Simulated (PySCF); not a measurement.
# Eu(NH2)2: forces at shaken geometries

Aim: move all atoms of relaxed Eu(NH2)2 at random and read energies and forces. The structure is generated, not taken from experiment.

Computed with PySCF 2.14.0. Level: r2SCAN, Eu lcecp-0-SVP with ECP53, N def2-SVP, H def2-SVP; scalar-relativistic core potentials, no spin–orbit coupling.

3 further runs of the same task are left out: 1 for a known fault of the program, 1 that didn't finish, 1 set aside as unsound or not needed.

### 1 Starting geometry

7 atoms, charge 0, spin multiplicity 1.

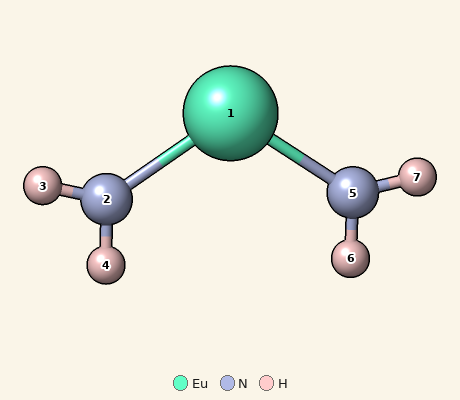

The structure; europium green, nitrogen light blue, hydrogen pink; atoms are numbered from 1 in the order of the file.

Coordinates:

```mol
EuH4N2
  3D, bonds by distance, orders not assigned

  7  6  0  0  0  0  0  0  0  0999 V2000
   -0.1428    1.1458    0.0094 Eu  0  0
    0.1225   -0.1364    1.9116 N   0  0
    0.1373    0.0969    2.9081 H   0  0
    0.2676   -1.1505    1.8998 H   0  0
   -0.0674   -0.1239   -1.9158 N   0  0
    0.0805   -1.1383   -1.8994 H   0  0
   -0.1445    0.0915   -2.9137 H   0  0
  1  2  8  0
  1  5  8  0
  2  3  8  0
  2  4  8  0
  5  6  8  0
  5  7  8  0
M  END
```

Formal oxidation states: Eu +2. Each metal's 7 4f electrons lie in its core potential, so multiplicities, spins and levels count the valence alone. An earlier session relaxed this geometry at r2SCAN, Eu lcecp-0-SVP with ECP53, N def2-SVP, H def2-SVP (singlet, point group C2v).

Its energy there is -141.164011 Eh.

### 2 Atoms moved at random, σ = 0.06 Å

The input, run.py (the lines that set the calculation):

```python
mol = gto.M(atom='''
Eu    -0.21807     1.11943    -0.02733
N      0.05575    -0.19339     1.87129
H      0.08214     0.05901     2.85820
H      0.31750    -1.08186     1.94141
N     -0.09559    -0.11258    -1.87296
H      0.14977    -1.13542    -1.95790
H     -0.03827     0.13003    -2.81272''',
    basis={'Eu': 'lcecp-0-SVP', 'N': 'def2-SVP', 'H': 'def2-SVP'},
    ecp={'Eu': 'lcecp-0-SVP'},
    charge=0, spin=0)
mf = dft.RKS(mol, xc='R2SCAN')
mf.grids.atom_grid = (50, 194)  # f atoms: unpruned, at least (60, 302)
mf = mf.density_fit()  # fitting sets: Eu AutoAux, N def2-universal-JKFIT, H def2-universal-JKFIT
mf.conv_tol = 1e-08; mf.max_cycle = 55
mf.kernel(dm0)  # dm0: the density of the relaxed state
```

The run is started by

```bash
> OMP_NUM_THREADS=2 python run.py
```

What it wrote:

```text
init E= -141.178872287399
cycle= 1 E= -141.147222387763  delta_E= 0.0316  |g|= 0.0643  |ddm|= 0.357
cycle= 2 E= -141.147503223758  delta_E= -0.000281  |g|= 0.0542  |ddm|= 0.126
cycle= 3 E= -141.147975330525  delta_E= -0.000472  |g|= 0.0331  |ddm|= 0.074
cycle= 4 E= -141.148244126295  delta_E= -0.000269  |g|= 0.00199  |ddm|= 0.0316
cycle= 5 E= -141.148245250656  delta_E= -1.12e-06  |g|= 0.00039  |ddm|= 0.00321
cycle= 6 E= -141.148245280966  delta_E= -3.03e-08  |g|= 0.000226  |ddm|= 0.000657
cycle= 7 E= -141.148245293474  delta_E= -1.25e-08  |g|= 4.26e-05  |ddm|= 0.000242
cycle= 8 E= -141.148245293918  delta_E= -4.44e-10  |g|= 7.49e-06  |ddm|= 4.64e-05
Extra cycle  E= -141.148245293925  delta_E= -7.11e-12  |g|= 5.77e-06  |ddm|= 1.9e-05
converged SCF energy = -141.148245293925
```

It took 3.6 s on 2 threads of Arm Neoverse V2, shared host.

Read off: E = -141.148245 Eh (+0.429 eV from the relaxed state), frontier levels not given, since the 4f levels lie in the core, Mulliken charge on Eu1 +0.68 e, largest force component 5.533 eV/Å. 

```
atom      Fx      Fy  Fz (eV/Å)
 Eu1  -0.124   0.440      1.021
  N2  -1.327   5.097     -0.241
  H3  -0.164   0.532      0.239
  H4   1.510  -5.533     -0.095
  N5   0.451  -2.528      1.229
  H6  -0.349   0.980      0.482
  H7   0.004   1.011     -2.635
```

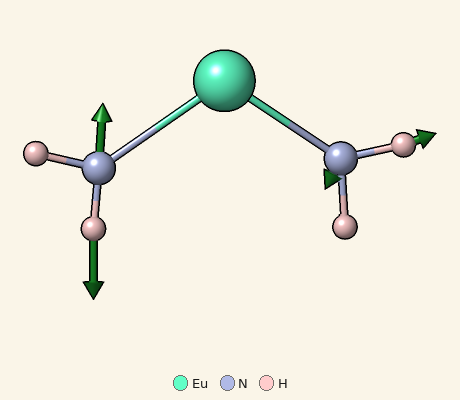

Forces as arrows, the longest for the largest force.

### 3 Atoms moved at random, σ = 0.15 Å

The input, run.py (the lines that set the calculation):

```python
mol = gto.M(atom='''
Eu     0.07491     1.15717     0.06081
N      0.06640    -0.24157     1.92479
H      0.01982     0.09347     2.78935
H      0.39081    -1.11973     1.95719
N     -0.17501    -0.26181    -1.91163
H      0.17164    -1.02655    -1.70835
H     -0.29534     0.18425    -3.11217''',
    basis={'Eu': 'lcecp-0-SVP', 'N': 'def2-SVP', 'H': 'def2-SVP'},
    ecp={'Eu': 'lcecp-0-SVP'},
    charge=0, spin=0)
mf = dft.RKS(mol, xc='R2SCAN')
mf.grids.atom_grid = (50, 194)  # f atoms: unpruned, at least (60, 302)
mf = mf.density_fit()  # fitting sets: Eu AutoAux, N def2-universal-JKFIT, H def2-universal-JKFIT
mf.conv_tol = 1e-08; mf.max_cycle = 55
mf.kernel(dm0)  # dm0: the density of the relaxed state
```

The run is started by

```bash
> OMP_NUM_THREADS=2 python run.py
```

What it wrote:

```text
init E= -141.061825663946
cycle= 1 E= -141.041051270635  delta_E= 0.0208  |g|= 0.302  |ddm|= 0.772
cycle= 2 E= -140.53524924756  delta_E= 0.506  |g|= 1.23  |ddm|=  1.8
cycle= 3 E= -141.064385646568  delta_E= -0.529  |g|= 0.0886  |ddm|= 1.65
cycle= 4 E= -141.066722973848  delta_E= -0.00234  |g|= 0.0372  |ddm|= 0.164
cycle= 5 E= -141.066882970267  delta_E= -0.00016  |g|= 0.0299  |ddm|= 0.0641
cycle= 6 E= -141.067100218529  delta_E= -0.000217  |g|= 0.00566  |ddm|= 0.0292
cycle= 7 E= -141.067111381459  delta_E= -1.12e-05  |g|= 0.0012  |ddm|= 0.00887
cycle= 8 E= -141.0671118016  delta_E= -4.2e-07  |g|= 0.000191  |ddm|= 0.00137
cycle= 9 E= -141.06711181207  delta_E= -1.05e-08  |g|= 1.87e-05  |ddm|= 0.000207
cycle= 10 E= -141.067111812177  delta_E= -1.07e-10  |g|= 4.14e-06  |ddm|= 3.4e-05
Extra cycle  E= -141.067111812164  delta_E= 1.36e-11  |g|= 8.83e-06  |ddm|= 1.4e-05
converged SCF energy = -141.067111812164
```

Wall time 3.9 s (2 threads of Arm Neoverse V2, shared host).

Result: E = -141.067112 Eh (+2.637 eV from the relaxed state), frontier levels not given, since the 4f levels lie in the core, Mulliken charge on Eu1 +0.68 e, largest force component 14.291 eV/Å. 

```csv
atom,Fx,Fy,Fz (eV/Å)
Eu1,-0.372,-0.750,-0.750
N2,-1.047,3.007,-5.605
H3,-0.319,1.797,5.237
H4,1.494,-4.607,0.268
N5,-5.397,14.291,-5.100
H6,4.742,-10.938,1.063
H7,0.899,-2.799,4.888
```

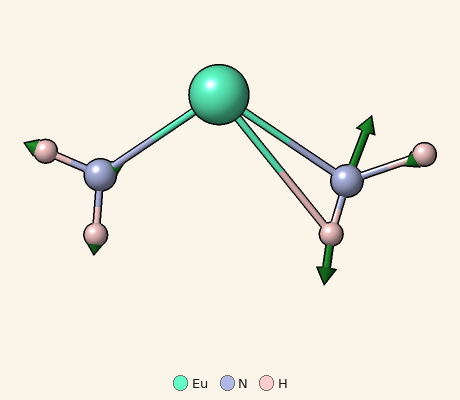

Forces as arrows, the longest for the largest force.

### 4 Atoms moved at random, σ = 0.15 Å

The input, run.py (the lines that set the calculation):

```python
mol = gto.M(atom='''
Eu    -0.36587     1.11268     0.01187
N      0.14737     0.01124     1.80704
H      0.16032     0.14874     3.03742
H      0.40421    -1.14909     1.95439
N      0.07435    -0.20455    -1.97611
H      0.13158    -1.24389    -1.92843
H     -0.29872     0.11009    -2.90617''',
    basis={'Eu': 'lcecp-0-SVP', 'N': 'def2-SVP', 'H': 'def2-SVP'},
    ecp={'Eu': 'lcecp-0-SVP'},
    charge=0, spin=0)
mf = dft.RKS(mol, xc='R2SCAN')
mf.grids.atom_grid = (50, 194)  # f atoms: unpruned, at least (60, 302)
mf = mf.density_fit()  # fitting sets: Eu AutoAux, N def2-universal-JKFIT, H def2-universal-JKFIT
mf.conv_tol = 1e-08; mf.max_cycle = 55
mf.kernel(dm0)  # dm0: the density of the relaxed state
```

The run is started by

```bash
> OMP_NUM_THREADS=2 python run.py
```

What it wrote:

```text
init E= -140.971666901882
cycle= 1 E= -141.091547479655  delta_E= -0.12  |g|= 0.276  |ddm|= 0.744
cycle= 2 E= -140.98617110821  delta_E= 0.105  |g|= 0.69  |ddm|= 0.89
cycle= 3 E= -141.113171507445  delta_E= -0.127  |g|= 0.0384  |ddm|= 0.637
cycle= 4 E= -141.113557935028  delta_E= -0.000386  |g|= 0.00765  |ddm|= 0.0529
cycle= 5 E= -141.113575523501  delta_E= -1.76e-05  |g|= 0.00227  |ddm|= 0.0127
cycle= 6 E= -141.113576898591  delta_E= -1.38e-06  |g|= 0.00116  |ddm|= 0.00326
cycle= 7 E= -141.11357719561  delta_E= -2.97e-07  |g|= 0.000459  |ddm|= 0.00143
cycle= 8 E= -141.113577249168  delta_E= -5.36e-08  |g|= 5.03e-05  |ddm|= 0.0004
cycle= 9 E= -141.113577249855  delta_E= -6.87e-10  |g|= 8.78e-06  |ddm|= 6.94e-05
Extra cycle  E= -141.113577249835  delta_E= 2e-11  |g|= 1.28e-05  |ddm|= 2.36e-05
converged SCF energy = -141.113577249835
```

Wall time 3.7 s (2 threads of Arm Neoverse V2, shared host).

Result: E = -141.113577 Eh (+1.372 eV from the relaxed state), frontier levels not given, since the 4f levels lie in the core, Mulliken charge on Eu1 +0.69 e, largest force component 6.904 eV/Å. 

```csv
atom,Fx,Fy,Fz (eV/Å)
Eu1,-0.077,0.361,-2.094
N2,1.282,-4.656,6.904
H3,-0.131,-0.022,-4.479
H4,-0.816,3.843,-1.014
N5,-0.641,0.497,0.458
H6,-0.085,0.830,-0.555
H7,0.468,-0.852,0.780
```

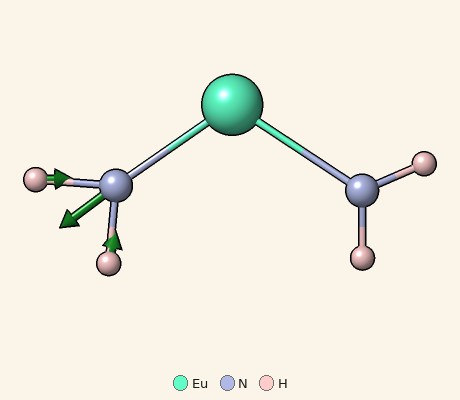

Forces as arrows, the longest for the largest force.

### 5 Results

| σ (Å) | energy rise (eV) | harmonic estimate −½ F·u (eV) | largest force component (eV/Å) |
| --- | --- | --- | --- |
| 0.06 | 0.429 | 0.414 | 5.53 |
| 0.15 | 2.637 | 2.178 | 14.29 |
| 0.15 | 1.372 | 1.219 | 6.90 |

Every displacement raises the energy. For a harmonic well the rise equals −½ F·u; the two differ by at most 17 % here (a move with σ = 0.15 Å), from anharmonicity, the grid and the small forces left at the relaxed point. These are double-zeta-type bases without diffuse functions. Spin–orbit coupling is left out.
